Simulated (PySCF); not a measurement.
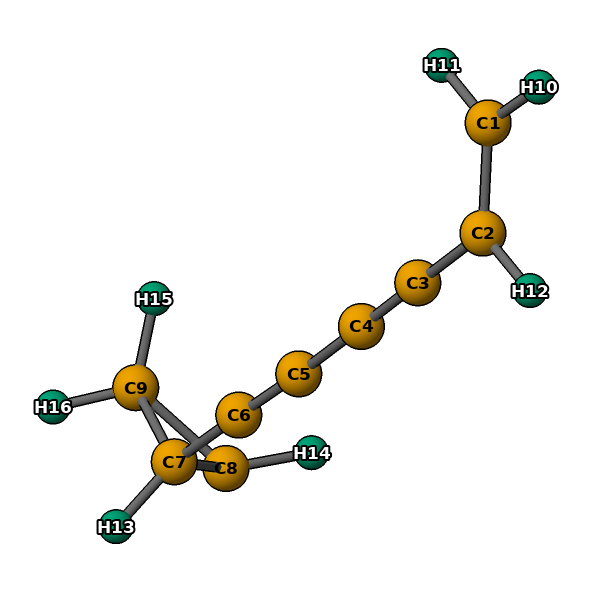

The questions are on Mulliken spin populations. State: neutral, doublet. Computed geometry: GFN2-xTB optimisation. No frequency run is at hand to confirm it as a minimum. Properties computed with UKS B3LYP, pcH-1 on C H, non-relativistic (PySCF 2.14.0).

Give the Mulliken spin populations atom by atom.

```tsv
atom	value (e)
C1	0.02
C2	−0.01
C3	0.03
C4	−0.02
C5	0.05
C6	−0.02
C7	−0.02
C8	0.94
C9	−0.03
H10	0.00
H11	0.00
H12	0.00
H13	0.03
H14	−0.02
H15	0.02
H16	0.04
```

Mulliken values depend strongly on the basis set.
